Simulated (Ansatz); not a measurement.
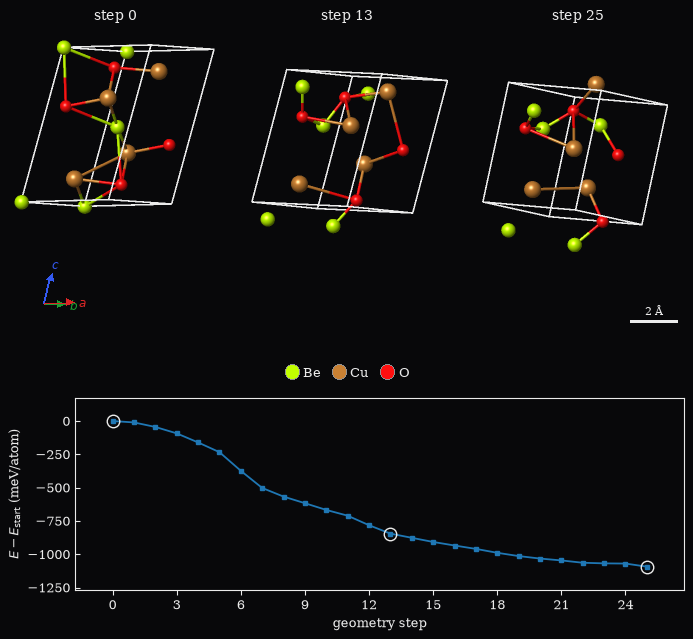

Frames of a relaxation of a crystal of BeCu₂O₂ (built on the CaSi2Ni2-139 type type), marked on the history of the run. A ball-and-stick model of the cell of the calculation, reduced to other axes, seen from a free direction. Lengths and directions refer to the drawn axes.

Case: shaken.

All numbers below come from DFT, PBEsol, plane waves, PAW in Ansatz 0.2.0. (plane-wave cutoff 420 eV; k-point mesh 6 × 6 × 6; occupations fermi dirac; smearing width 0.05 eV; no spin polarisation; cell and atoms relaxed; force threshold 0.01 eV/Å; at most 120 steps)

### What happens along the run?

The run was cut off at its time limit before the relaxation converged, so the last structure is only a point on the way. Over 25 geometry steps the energy falls by 1093 meV per atom. Largest force component: 0.58 eV/Å at the start, 0.61 eV/Å at the end. Pressure: 5.82 GPa at the start and 0.64 GPa at the end. A Be atom moves most relative to the cell: 1.99 Å roughly along [2 −1 −1]. Largest moves by element: Be 1.99 Å, Cu 1.62 Å, O 1.51 Å. The volume changes by −5.0 %, with a 3.890 → 4.154 Å (+6.8 %), b 4.317 → 4.770 Å (+10.5 %), c 6.943 → 5.288 Å (−23.8 %), α 80.6° → 89.6°, β 74.3° → 83.3°, γ 63.8° → 66.8°. Near-neighbour distances that change, for instance: Cu–Cu 5.647 → 2.486 Å, Be–O 4.619 → 1.796 Å, Cu–Cu 2.411 → 4.934 Å, Be–O 2.497 → 4.908 Å. New bonds form, among them: Be–O (2.55 → 1.59 Å), Be–O (2.58 → 1.54 Å), Be–O (4.62 → 1.80 Å), Cu–O (4.11 → 1.98 Å). Bonds break, among them: Cu–O (1.96 → 2.92 Å), Cu–O (1.99 → 2.78 Å), Cu–O (2.00 → 3.35 Å). Bond angles that change, for instance: Cu–O–Cu 154.9° → 86.1°, Cu–Cu–O 125.3° → 83.6°, Cu–Cu–O 126.5° → 93.9°. The space group stays P1 (No. 1). From step 0 to 13: a Be atom moves most (1.37 Å), volume +6.9 %, energy −845 meV per atom. From step 13 to 25: a Cu atom moves most (1.38 Å), volume −11.2 %, energy −248 meV per atom.

| step | E − E(0), meV/atom | largest force component, eV/Å | pressure, GPa | volume, Å³/atom |
| --- | --- | --- | --- | --- |
| 0 | 0.00 | 0.5847 | 5.82 | 10.059 |
| 1 | -10.29 | 0.4491 | 2.87 | 10.241 |
| 2 | -44.30 | 0.7561 | -3.58 | 10.665 |
| 3 | -92.38 | 1.0712 | -6.33 | 10.822 |
| 4 | -160.43 | 1.1607 | -8.39 | 10.919 |
| 5 | -233.37 | 1.2769 | -11.18 | 11.105 |
| 6 | -373.41 | 1.8206 | -7.79 | 10.765 |
| 7 | -502.17 | 1.4871 | 1.27 | 10.276 |
| 8 | -567.02 | 1.0177 | 1.37 | 10.234 |
| 9 | -616.52 | 0.9895 | 1.25 | 10.229 |
| 10 | -667.21 | 1.2531 | 1.25 | 10.244 |
| 11 | -710.30 | 1.1368 | 3.24 | 10.252 |
| 12 | -781.81 | 1.0593 | 2.48 | 10.393 |
| 13 | -844.86 | 0.6473 | -1.08 | 10.756 |
| 14 | -876.37 | 0.5692 | -3.06 | 10.926 |
| 15 | -907.49 | 0.5748 | -2.06 | 10.829 |
| 16 | -934.11 | 0.5590 | -1.16 | 10.675 |
| 17 | -959.54 | 0.6647 | 0.76 | 10.448 |
| 18 | -988.94 | 0.6528 | -0.93 | 10.435 |
| 19 | -1013.36 | 0.3095 | 1.46 | 10.259 |
| 20 | -1032.09 | 0.4005 | -0.03 | 10.267 |
| 21 | -1046.13 | 0.5516 | -1.24 | 10.199 |
| 22 | -1063.59 | 0.2497 | -0.35 | 9.985 |
| 23 | -1068.21 | 0.1927 | -0.91 | 9.954 |
| 24 | -1069.67 | 0.6423 | 0.34 | 9.728 |
| 25 | -1093.03 | 0.6078 | 0.64 | 9.554 |
